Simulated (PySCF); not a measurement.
EPR calculation of Si₂NH₅O

Si₂NH₅O, multiplicity 3, computed with UKS B3LYP, IGLO-III on N O Si, pcH-1 on H, non-relativistic, mean-field spin-orbit, GIAO (PySCF 2.14.0).

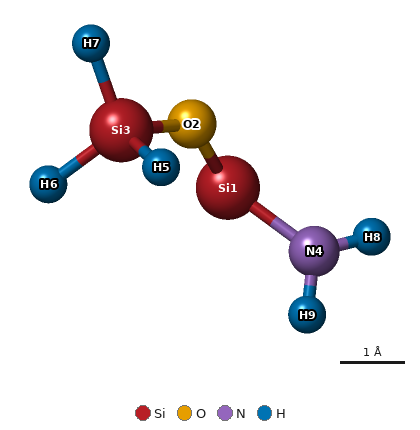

*The input geometry (ball-and-stick view, seen at a tilt; atoms are numbered from 1 in the order of the input).*

**Key numbers**

| quantity | value |
| --- | --- |
| outcome | converged |
| total energy | −712.083480 hartree |
| ⟨S²⟩ | 2.003 |
| isotropic g | 2.0010 |
| hardware | 1 CPU thread, shared host |
| wall time | 50 s |
| peak memory | 0.62 GiB |

**Input file**
```
{"job": {"kind": "epr"}, "charge": 0, "multiplicity": 3}
Si     0.725517    -0.540655    -1.179103
O      0.346688    -0.789064     0.435418
Si     0.257845     0.140313     1.814575
N     -0.531881    -0.128991    -2.290421
H     -1.089281     0.777744     1.921335
H      1.298692     1.213872     1.794791
H      0.475574    -0.745970     2.992409
H     -0.886781    -0.818515    -2.945650
H     -0.607294     0.812632    -2.662294
```

The first line tells a small driver script what to run in PySCF; the rest is the geometry in Å.

Launch command:
```bash
OMP_NUM_THREADS=1 python <driver script> task.json out
```

**What the program printed**
```
UKS, coarse grid
  cycle   1  E = -711.93269927  |g| = 6.51e-01
  cycle   2  E = -711.33487105  |g| = 1.36e+00
  cycle   3  E = -712.07293595  |g| = 1.55e-01
  cycle   4  E = -712.07851451  |g| = 1.09e-01
  cycle   5  E = -712.08332333  |g| = 1.66e-02
  cycle   6  E = -712.08345554  |g| = 4.22e-03
  cycle   7  E = -712.08346648  |g| = 1.24e-03
  cycle   8  E = -712.08346777  |g| = 4.33e-04
UKS, final grid
  cycle   1  E = -712.08347996  |g| = 4.94e-04
  cycle   2  E = -712.08347980  |g| = 9.22e-04
  cycle   3  E = -712.08348010  |g| = 7.93e-05
  cycle   4  E = -712.08348011  |g| = 4.74e-05
  cycle   5  E = -712.08348011  |g| = 4.15e-05
  cycle   6  E = -712.08348011  |g| = 3.90e-06
E = -712.08348011 Eh   <S^2> = 2.0027 (exact 2.0000)
g shifts (ppm)      1          2          3
  rmc          -169       -169       -169
  gc             45         18         37
  oz_so       -2650       -687       -175
  total       -2773       -838       -308
hyperfine (MHz)  atom isotope    a_iso     a_fc   dipolar eigenvalues
    0  29Si    -715.71    -717.12    -83.77     11.05     72.72
    1   17O     -54.90     -54.89    -13.80      0.54     13.27
    2  29Si     -21.45     -21.49     -2.89      0.99      1.90
    3   14N      18.99      19.00     -5.18     -4.50      9.67
    4    1H       2.98       2.98     -1.20     -1.05      2.25
    5    1H      -1.34      -1.34     -1.86     -1.29      3.16
    6    1H       0.65       0.65     -1.13     -0.99      2.11
    7    1H      24.27      24.27     -7.67     -2.56     10.23
    8    1H      25.06      25.05     -7.68     -2.46     10.14
zero-field splitting (cm-1)  D = 0.1950  E = 0.0630  (spin-spin -0.1904, spin-orbit -0.3233)
```

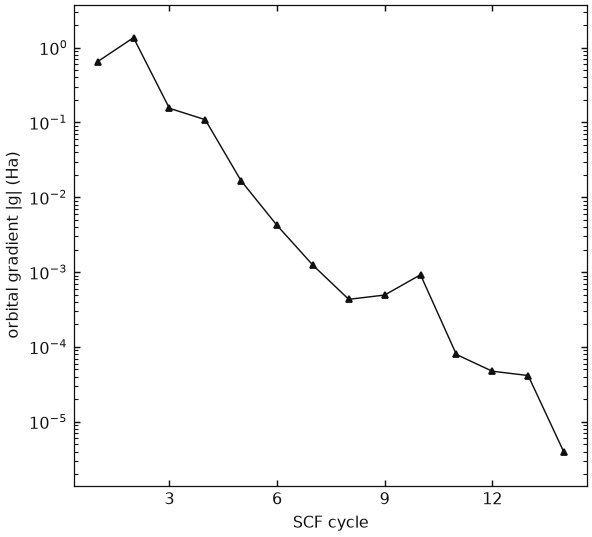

*Convergence of the self-consistent field: orbital gradient |g| against the SCF cycle.*

All cycles printed in the log are drawn one after another.

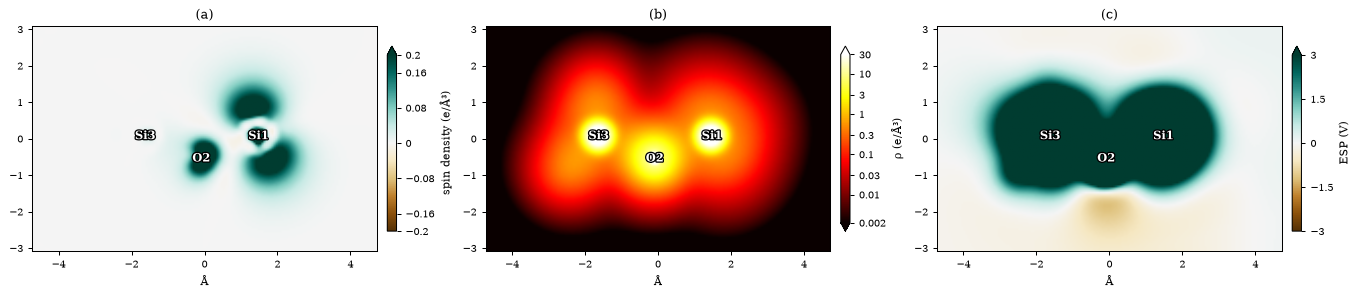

*(a) spin density; (b) total electron density; (c) molecular electrostatic potential on the plane of atoms Si1, O2 and Si3.*

The unpaired spin (2 electrons) lies mostly on Si1 (about 1.5), N4 (about 0.2) and O2 (about 0.2), in electrons by Hirshfeld's partition.

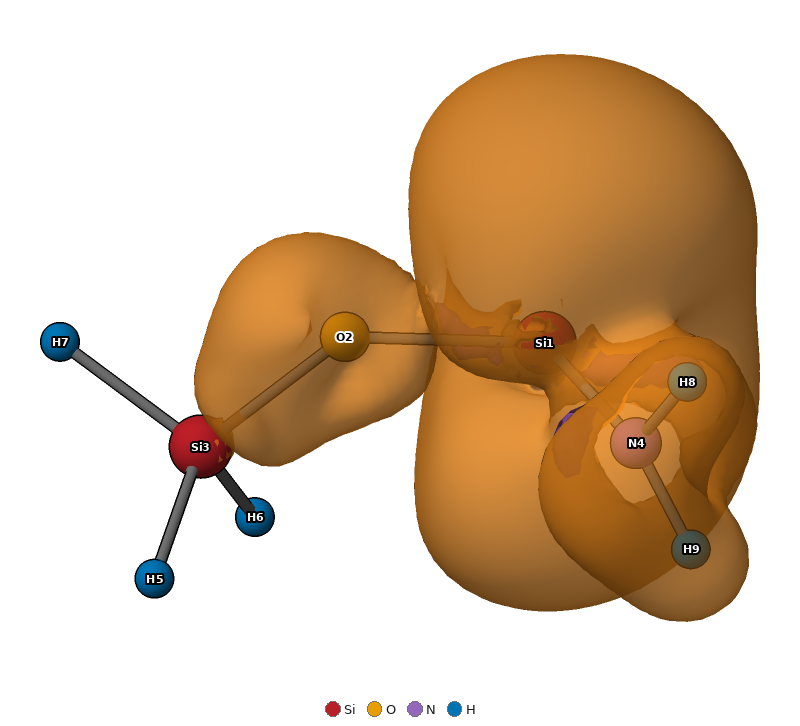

*Isosurfaces of the spin density (α minus β) at +0.008 (orange) and −0.008 e/Å³ (purple), seen at a tilt.*

The unpaired spin (2 electrons) lies mostly on Si1 (about 1.5), N4 (about 0.2) and O2 (about 0.2), in electrons by Hirshfeld's partition.
